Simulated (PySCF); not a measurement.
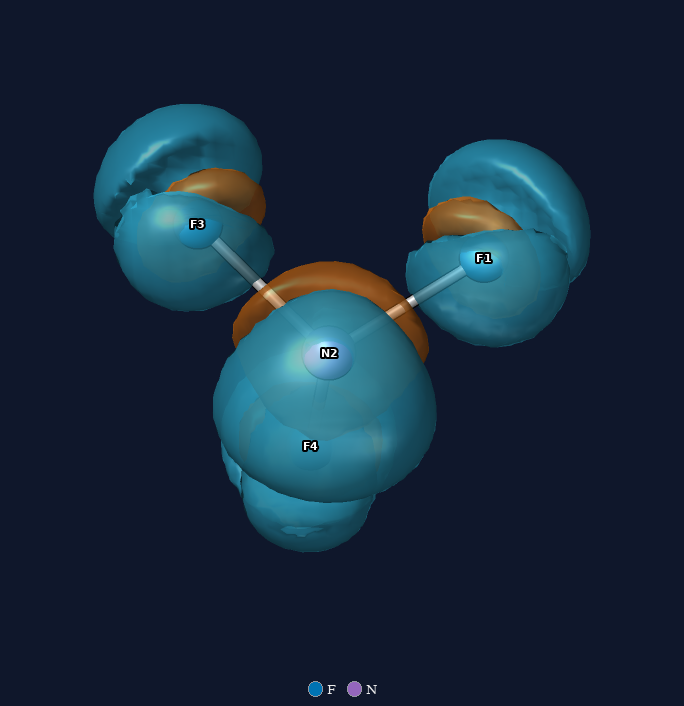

Figure 1: F₃N, SMILES `FN(F)F`. Fukui function f⁻ = ρ(N) − ρ(N−1) at fixed geometry, surfaces at ±0.04 e/Å³ (light blue positive, orange negative).

Method: B3LYP/def2-SVPD; geometry: GFN2-xTB; program: PySCF. No frequency check shows the geometry to be a minimum.

Coordinates in Å:

```
F1       1.1559   -0.4204    0.1190
N2       0.0000   -0.0000   -0.4588
F3      -0.9421   -0.7908    0.1189
F4      -0.2139    1.2113    0.1189
```

**On which atoms does the density change most on removal of an electron?**

f⁻ (Hirshfeld-condensed) is largest on N2 (0.31) and F1, F3 and F4 (0.23 each); the vertical ionisation energy is 13.40 eV. Condensed values hint at sites of electrophilic attack but needn't mark the atom that reacts. Orbital relaxation makes it negative in places (0.16 e in all).
